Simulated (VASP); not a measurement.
Band structure of MnO (relaxed from the CsCl type structure, space group Pm-3m). These are PBE GGA, VASP's PBE PAW potentials (set 64) (plane waves; VASP) values and carry that method's errors.

The moments were started parallel, and other spin orders were not tried in this run.

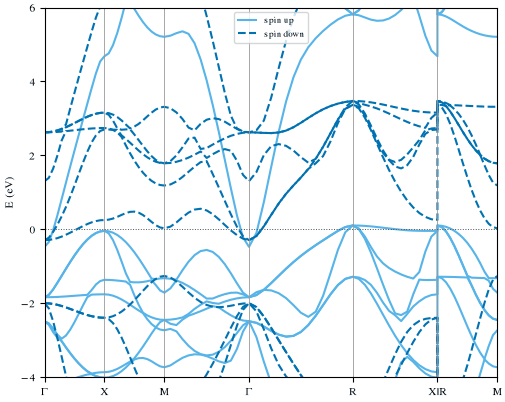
Bands along high-symmetry lines, zero at the valence-band maximum or, without a gap, the Fermi level

Q: Read the plot: is there a gap, and where are the band edges?

A: It has no gap at this level: it comes out as a metal or semimetal. (Edges off the drawn lines would not show.)

The structure was generated: MnO was put into the CsCl type type (Pm-3m), which need not be its known phase. It was relaxed first, which changed the volume by +12 %.
